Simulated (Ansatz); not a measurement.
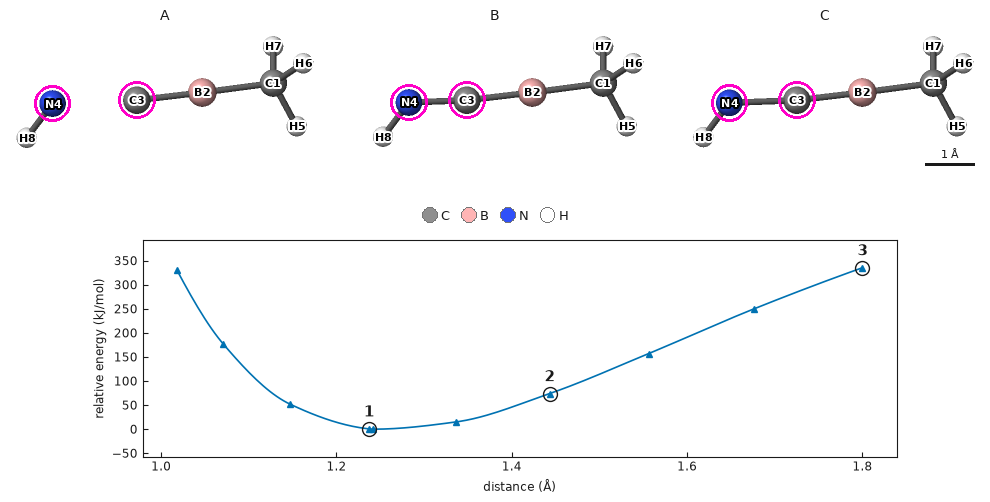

C2H4BN: the C3–N4 distance is varied, with the rest of the molecule carried along rigidly. The frames are shuffled; the numbered points of the plot belong to them. Style: ball-and-stick. Shown from a free direction. The ringed atoms are those of the scanned coordinate.

Single-point energies from Ansatz with CCSD(T) in the def2-TZVPP basis, on geometries moved rigidly from the minimum at PBE0-D4/def2-TZVP. Coupled cluster with a frozen core. Energies are counted from the PBE0-D4/def2-TZVP minimum geometry at the same level.

Q: Match the frames to the points.

A: Point 1 is frame B (the distance 1.237 Å, 1 kJ/mol); 2 is frame C (the distance 1.443 Å, 74 kJ/mol); 3 is frame A (the distance 1.800 Å, 335 kJ/mol). Of the computed points the lowest is at the distance 1.242 Å, 0 kJ/mol. The end points stand at 330 kJ/mol (1.018 Å) and 335 kJ/mol (1.800 Å). The curvature at the lowest point is about 77 eV/Å² (12 mdyn/Å). The well is steeper on the short side, as for any bond. At 1.018 Å to 1.800 Å the mean-field solution behind CCSD(T) isn't stable (a lower one of broken symmetry exists), so those energies are less reliable. The T1 diagnostic reaches 0.050, so the single-reference result is less sure there.
